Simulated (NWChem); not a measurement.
# B86bPBE/6-311G run of [N2H5]+ (SMILES N[NH3+])

What is the energy difference between two shapes of [N2H5]+ at B86bPBE/6-311G? 

Program for the calculation: NWChem 7.3.0.

### 1 The structure to begin with

The species is [N2H5]+ (7 atoms), meant as a singlet with charge +1. SMILES: `N[NH3+]`. The coordinates come from a GFN2-xTB relaxation.

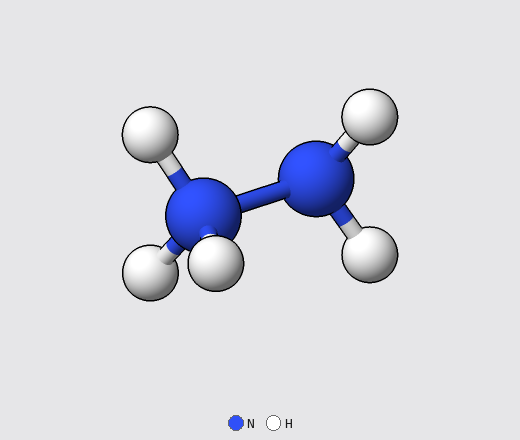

The structure, seen from a chosen angle (nitrogen blue, hydrogen white).

### 2 Energy and forces at B86bPBE/6-311G

The input, test.nw:

```
start test
title "H5N2 B86bPBE"
memory 2200 mb
charge 1

geometry units angstroms noautosym nocenter noautoz
N     -0.438190    -0.751510     0.037660
N      0.122150     0.559720    -0.036280
H     -0.219510    -1.215240     0.914850
H     -0.152390    -1.337080    -0.741980
H     -0.205920     0.998530    -0.915880
H     -0.267800     1.119300     0.743960
H      1.161650     0.626280    -0.002340
end

basis spherical bse
* library 6-311G
end

dft
xc becke86b cpbe96
grid fine
convergence energy 1e-06
direct
print low
end

task dft gradient
```

On the command line:

```
$ nwchem test.nw > test.out
```

Log:

```text
[...]
 d= 0,ls=0.0,diis     1   -112.0285235588 -1.60D+02  3.64D-02  1.42D+00     0.5
[...]
 d= 0,ls=0.0,diis     7   -112.1725333779 -5.20D-08  2.54D-06  4.57D-09     2.3
         Total DFT energy =     -112.172533377940
      One electron energy =     -240.266218666777
           Coulomb energy =       95.734712753939
    Exchange-Corr. energy =      -15.380145266335
 Nuclear repulsion energy =       47.739117801233
[...]
                         DFT ENERGY GRADIENTS
    atom               coordinates                        gradient
                 x          y          z           x          y          z
   1 N      -0.828059  -1.420148   0.071167    0.005364   0.019027  -0.001191
   2 N       0.230830   1.057717  -0.068559   -0.006157  -0.014325   0.000827
   3 H      -0.414814  -2.296471   1.728816    0.001196  -0.002075  -0.007645
   4 H      -0.287975  -2.526715  -1.402139    0.000611  -0.000937   0.007918
   5 H      -0.389132   1.886948  -1.730762   -0.000886  -0.000374  -0.003779
   6 H      -0.506069   2.115170   1.405881   -0.001144   0.000236   0.003739
   7 H       2.195200   1.183498  -0.004422    0.001015  -0.001551   0.000132
 Task  times  cpu:        2.8s     wall:        2.8s
 Total times  cpu:        2.8s     wall:        2.8s
```

Run time: 3.6 s. Hardware: 1 thread of Intel Xeon 6975P-C (Granite Rapids), shared host; peak memory 0.11 GiB.

### 3 The distorted shape

The input, run.py:

```python
from ase import Atoms
from ase.calculators.nwchem import NWChem

atoms = Atoms(['N', 'N', 'H', 'H', 'H', 'H', 'H'], positions=[
    [-0.487366, -0.624447, 0.155116],
    [0.200368, 0.653045, -0.238272],
    [-0.069685, -1.176342, 0.908940],
    [-0.086498, -1.419766, -0.722159],
    [-0.243019, 1.045548, -0.973103],
    [-0.312571, 1.286494, 0.762990],
    [1.145000, 0.555350, 0.023068],
])

calc = NWChem(
    label='calc',
    theory='dft',
    memory='2200 mb',
    basis='6-311G',
    basispar='spherical bse',
    charge=1,
    dft={'xc': 'becke86b cpbe96', 'mult': '1', 'grid': 'fine', 'convergence': 'energy 1e-06', 'direct': None},
)
atoms.calc = calc

forces = atoms.get_forces()
print("Total energy (eV):", round(atoms.get_potential_energy(), 6))
print("forces (eV/A):")
for s, f in zip(atoms.symbols, forces):
    print(f"{s:2s} {f[0]:10.5f} {f[1]:10.5f} {f[2]:10.5f}")
print("dipole (e A):", atoms.get_dipole_moment().round(4))
```

On the command line:

```
$ export ASE_NWCHEM_COMMAND="nwchem PREFIX.nwi > PREFIX.nwo"
$ python run.py
```

Log:

```text
Total energy (eV): -3049.982128
forces (eV/A):
N     0.31079   -4.35802   -5.40970
N    -2.40167   -0.65892   10.30462
H     0.72788    1.05410    1.33075
H    -1.89876    2.58560    2.27851
H    -1.08943    1.62669   -3.93379
H     2.02726   -1.25043   -3.55342
H     2.32397    1.00098   -1.01697
dipole (e A): [ 0.4661  0.3655 -0.003 ]
```

The calculator wrote calc.nwi:

```
title "calc"

permanent_dir calc

scratch_dir calc

start calc

geometry units angstrom nocenter noautosym noautoz
  N  -4.8736600000000002e-01 -6.2444699999999997e-01 1.5511600000000000e-01
  N  2.0036799999999999e-01 6.5304499999999999e-01 -2.3827200000000001e-01
  H  -6.9684999999999997e-02 -1.1763420000000000e+00 9.0893999999999997e-01
  H  -8.6498000000000005e-02 -1.4197660000000001e+00 -7.2215900000000000e-01
  H  -2.4301900000000001e-01 1.0455479999999999e+00 -9.7310300000000005e-01
  H  -3.1257099999999999e-01 1.2864940000000000e+00 7.6298999999999995e-01
  H  1.1450000000000000e+00 5.5535000000000001e-01 2.3068000000000002e-02
end

charge 1

memory 2200 mb

basis spherical bse noprint
   * library 6-311G
end

dft
  xc becke86b cpbe96
  mult 1
  grid fine
  convergence energy 1e-06
  direct
end

task dft gradient
```

calc.nwo (excerpt; [...] marks lines left out):

```text
[...]
         Total DFT energy =     -112.084776782238
[...]
  wavefunction    = closed shell
                         DFT ENERGY GRADIENTS
    atom               coordinates                        gradient
                 x          y          z           x          y          z
   1 N      -0.920988  -1.180034   0.293127   -0.006044   0.084750   0.105202
   2 N       0.378641   1.234076  -0.450269    0.046705   0.012814  -0.200393
   3 H      -0.131686  -2.222964   1.717648   -0.014155  -0.020499  -0.025879
   4 H      -0.163458  -2.682969  -1.364683    0.036925  -0.050282  -0.044310
   5 H      -0.459239   1.975799  -1.838898    0.021186  -0.031634   0.076500
   6 H      -0.590674   2.431121   1.441842   -0.039424   0.024317   0.069103
   7 H       2.163736   1.049459   0.043592   -0.045194  -0.019466   0.019777
[...]
```

Wall time 4.8 s (1 thread of Intel Xeon 6975P-C (Granite Rapids), shared host); peak memory 0.11 GiB.

### 4 What came out

At B86bPBE/6-311G:

| quantity | value |
| --- | --- |
| first shape: total energy | -112.17253 Eh |
| first shape: largest force on an atom | 1.018 eV/Å |
| distorted shape: total energy | -112.08478 Eh |
| distorted shape: HOMO energy | -12.52 eV |
| distorted shape: LUMO energy | -8.07 eV |
| distorted shape: HOMO–LUMO gap | 4.45 eV |
| distorted shape: largest force on an atom | 10.601 eV/Å |
| energy change with the atoms displaced | 2.388 eV |

**Reading.** With the atoms displaced the energy rises by 2.39 eV (230 kJ/mol). The first shape isn't relaxed at this level, so the change isn't measured from a minimum. The largest force (first shape) is 1.02 eV/Å: the shape isn't a stationary point for this species at this level.
